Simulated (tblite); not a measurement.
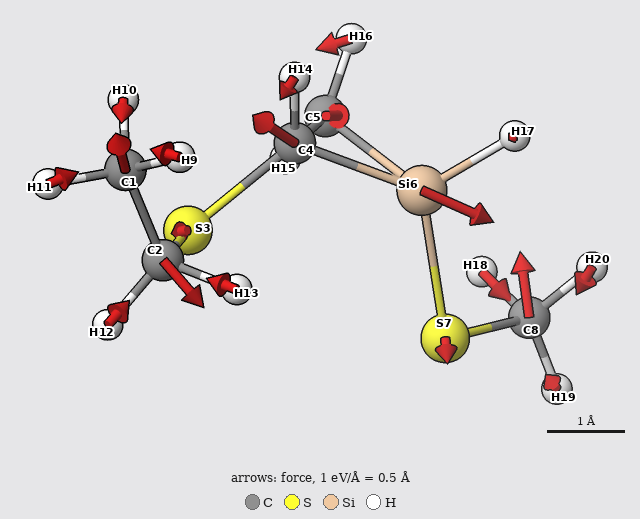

Starting geometry of C₅H₁₂S₂Si with the computed forces as red arrows. Style: ball-and-stick. Shown from a free direction.

Level of theory: GFN2-xTB geometry optimisation, gas phase (tblite 0.8.0). 

Question: What follows when this structure is relaxed?

Answer: It isn't relaxed: the largest force vector, on Si6, is 2.17 eV/Å. The final displacements have little in common with the starting forces (cosine between the two patterns 0.10). The energy falls by 0.804 eV in 184 geometry steps. The largest move after the best rigid fit is that of H10, 1.88 Å. By element the largest moves are H 1.88 Å, C 0.93 Å, S 0.81 Å, Si 0.49 Å. Some distances before and after: C4–Si6 1.833 → 1.892 Å, C8–H18 1.127 → 1.085 Å, C2–H13 1.130 → 1.092 Å, C4–C5 1.499 → 1.535 Å. Bond angles that change, for instance: Si6–C5–H16 112.2° → 121.9°, C2–S3–C4 109.3° → 100.7°, C5–Si6–S7 111.7° → 119.1°. Groups turn about C1–C2 by about 60°, S3–C4 by about 45°.
